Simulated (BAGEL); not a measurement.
# HF/6-31G(d) (density fitting with qzvpp-jkfit, spherical functions) run of C2H3FGe (SMILES C#[C][GeH2][F])

What is the energy change on altering one bond length of C2H3FGe at HF/6-31G* (density fitting with qzvpp-jkfit, spherical functions)? 

The results are computed with BAGEL 1.2.2.

2 further runs of the same task are left out: 2 set aside as unsound or not needed. Runs told in other sessions of the task aren't counted.

### Step 1. Starting point

The species is C2H3FGe (7 atoms), meant as a singlet with charge 0. SMILES: `C#[C][GeH2][F]`. The coordinates come from a PBE0-D4/def2-TZVP relaxation.

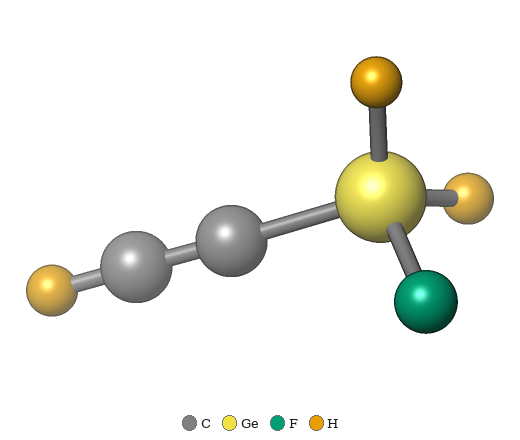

The structure, seen from a chosen angle (carbon grey, germanium yellow, fluorine teal, hydrogen amber).

### Step 2. A single-point energy at HF/6-31G(d) (density fitting with qzvpp-jkfit, spherical functions)

calc.json reads:

```json
{ "bagel" : [

{
  "title" : "molecule",
  "basis" : "6-31gs.json",
  "df_basis" : "qzvpp-jkfit",
  "angstrom" : true,
  "geometry" : [
    { "atom" : "C", "xyz" : [       1.589600,      -1.011400,       0.749400 ] },
    { "atom" : "C", "xyz" : [       0.653200,      -0.399300,       0.302800 ] },
    { "atom" : "Ge", "xyz" : [      -0.795200,       0.603200,      -0.384600 ] },
    { "atom" : "F", "xyz" : [      -1.928600,      -0.538300,      -1.040400 ] },
    { "atom" : "H", "xyz" : [       2.414700,      -1.560800,       1.142300 ] },
    { "atom" : "H", "xyz" : [      -1.525800,       1.349500,       0.733200 ] },
    { "atom" : "H", "xyz" : [      -0.346600,       1.489200,      -1.548300 ] }
  ]
},

{
  "title" : "hf"
},

{
  "title" : "print",
  "file" : "orbitals.molden",
  "orbitals" : true
}

]}
```

The basis set 6-31G* is read from a file made from the Basis Set Exchange's data (not shown).

Run with:

```sh
BAGEL_NUM_THREADS=1 BAGEL calc.json > calc.out
```

The log of the run:

```text
* using 1 threads per process

  ===============================================================
  ===============================================================

  *** Geometry ***

  { "atom" : "C", "xyz" : [      3.003909,     -1.911269,      1.416161 ] },
  { "atom" : "C", "xyz" : [      1.234369,     -0.754568,      0.572209 ] },
  { "atom" : "Ge", "xyz" : [     -1.502710,      1.139883,     -0.726789 ] },
  { "atom" : "F", "xyz" : [     -3.644526,     -1.017240,     -1.966071 ] },
  { "atom" : "H", "xyz" : [      4.563122,     -2.949485,      2.158634 ] },
  { "atom" : "H", "xyz" : [     -2.883344,      2.550185,      1.385547 ] },
  { "atom" : "H", "xyz" : [     -0.654979,      2.814180,     -2.925863 ] },

  Number of auxiliary basis functions:      547

  Since a DF basis is specified, we compute 2- and 3-index integrals:
    o Being stored without compression. Storage requirement is 0.028 GB

  Number of basis functions:       80
  Number of electrons      :       56

    * METHOD: MOLECULE                             0.28

  *** RHF ***

  === Nuclear Repulsion ===
   246.5685013891

      * DIIS with orbital gradients will be used.

  === RHF iteration (6-31gs.json) ===
      0      -2251.78037464          0.01845701           0.08
      1      -2251.90146928          0.01118629           0.08
      2      -2251.95790106          0.00165881           0.08
      3      -2251.95942466          0.00048173           0.08
      4      -2251.95953832          0.00010447           0.07
      5      -2251.95954372          0.00004100           0.08
      6      -2251.95954490          0.00001411           0.07
      7      -2251.95954517          0.00000501           0.08
      8      -2251.95954520          0.00000300           0.07
      9      -2251.95954521          0.00000161           0.07
     10      -2251.95954521          0.00000093           0.07
     11      -2251.95954521          0.00000034           0.08
     12      -2251.95954522          0.00000020           0.07
     13      -2251.95954522          0.00000006           0.08
     14      -2251.95954522          0.00000002           0.07
     15      -2251.95954521          0.00000001           0.07
    * SCF iteration converged.

    * Permanent dipole moment:
           (   -0.768958,    -0.521890,    -0.429492) a.u.

    * METHOD: HF                                   1.43

    * METHOD: PRINT                                0.01

  ===============================================================
```

It took 1.9 s on 1 thread of Arm Neoverse V2, shared host; peak memory 0.13 GiB.

### Step 3. The distorted shape, same level

input.json reads:

```json
{ "bagel": [

{
  "title": "molecule",
  "basis": "6-31gs.json",
  "df_basis": "qzvpp-jkfit",
  "angstrom": true,
  "geometry": [
    { "atom": "C", "xyz": [       0.599453,      -0.352102,       0.277907 ] },
    { "atom": "C", "xyz": [      -0.336947,       0.259998,      -0.168693 ] },
    { "atom": "Ge", "xyz": [      -1.785347,       1.262498,      -0.856093 ] },
    { "atom": "F", "xyz": [      -2.918747,       0.120998,      -1.511893 ] },
    { "atom": "H", "xyz": [       2.414700,      -1.560800,       1.142300 ] },
    { "atom": "H", "xyz": [      -2.515947,       2.008798,       0.261707 ] },
    { "atom": "H", "xyz": [      -1.336747,       2.148498,      -2.019793 ] }
  ]
},

{
  "title": "hf"
},

{
  "title": "print",
  "file": "orbitals.molden",
  "orbitals": true
}

]}
```

The basis set 6-31G* is read from a file made from the Basis Set Exchange's data (not shown).

Run with:

```sh
BAGEL_NUM_THREADS=1 BAGEL input.json > input.out
```

The log of the run:

```text
* using 1 threads per process

  ===============================================================
  ===============================================================

  *** Geometry ***

  { "atom" : "C", "xyz" : [      1.132802,     -0.665376,      0.525168 ] },
  { "atom" : "C", "xyz" : [     -0.636738,      0.491325,     -0.318784 ] },
  { "atom" : "Ge", "xyz" : [     -3.373817,      2.385775,     -1.617781 ] },
  { "atom" : "F", "xyz" : [     -5.515632,      0.228653,     -2.857064 ] },
  { "atom" : "H", "xyz" : [      4.563122,     -2.949485,      2.158634 ] },
  { "atom" : "H", "xyz" : [     -4.754451,      3.796078,      0.494555 ] },
  { "atom" : "H", "xyz" : [     -2.526086,      4.060073,     -3.816856 ] },

  Number of auxiliary basis functions:      547

  Since a DF basis is specified, we compute 2- and 3-index integrals:
    o Being stored without compression. Storage requirement is 0.028 GB

  Number of basis functions:       80
  Number of electrons      :       56

    * METHOD: MOLECULE                             0.29

  *** RHF ***

  === Nuclear Repulsion ===
   243.2508099253

      * DIIS with orbital gradients will be used.

  === RHF iteration (6-31gs.json) ===
      0      -2251.45119706          0.01980145           0.08
      1      -2251.60382197          0.01456882           0.08
      2      -2251.70456597          0.00208890           0.08
      3      -2251.70762001          0.00160485           0.08
      4      -2251.70885672          0.00022927           0.08
      5      -2251.70892109          0.00007415           0.08
      6      -2251.70892441          0.00003657           0.08
      7      -2251.70892524          0.00000763           0.08
      8      -2251.70892533          0.00000384           0.08
      9      -2251.70892536          0.00000239           0.08
     10      -2251.70892537          0.00000122           0.08
     11      -2251.70892537          0.00000057           0.08
     12      -2251.70892537          0.00000021           0.08
     13      -2251.70892537          0.00000010           0.08
     14      -2251.70892537          0.00000007           0.08
     15      -2251.70892537          0.00000003           0.08
     16      -2251.70892537          0.00000002           0.08
     17      -2251.70892537          0.00000001           0.08
    * SCF iteration converged.

    * Permanent dipole moment:
           (   -1.216794,    -0.220252,    -0.642536) a.u.

    * METHOD: HF                                   1.65

    * METHOD: PRINT                                0.01

  ===============================================================
```

Run time: 2.1 s. Hardware: 1 thread of Arm Neoverse V2, shared host; peak memory 0.13 GiB.

### Step 4. Results

Level: HF/6-31G* (density fitting with qzvpp-jkfit, spherical functions).

| quantity | value |
| --- | --- |
| first shape: total energy | -2251.95955 Eh |
| first shape: dipole moment | 2.60 D |
| first shape: HOMO energy | -11.09 eV |
| first shape: LUMO energy | 2.85 eV |
| first shape: HOMO–LUMO gap | 13.94 eV |
| distorted shape: total energy | -2251.70893 Eh |
| distorted shape: dipole moment | 3.54 D |
| distorted shape: HOMO energy | -10.90 eV |
| distorted shape: LUMO energy | -1.86 eV |
| distorted shape: HOMO–LUMO gap | 9.04 eV |
| energy change with the C1–H5 bond stretched from 1.066 to 2.346 Å | 6.820 eV |

In words: One bond (distorted shape) is far stretched, which a spin-restricted single reference describes badly; a broken-symmetry solution may lie lower. With the C1–H5 bond stretched from 1.066 to 2.346 Å the energy rises by 6.82 eV (157 kcal/mol). The first shape isn't relaxed at this level, so the change isn't measured from a minimum. A restricted reference can't describe the breaking bond well at this length.
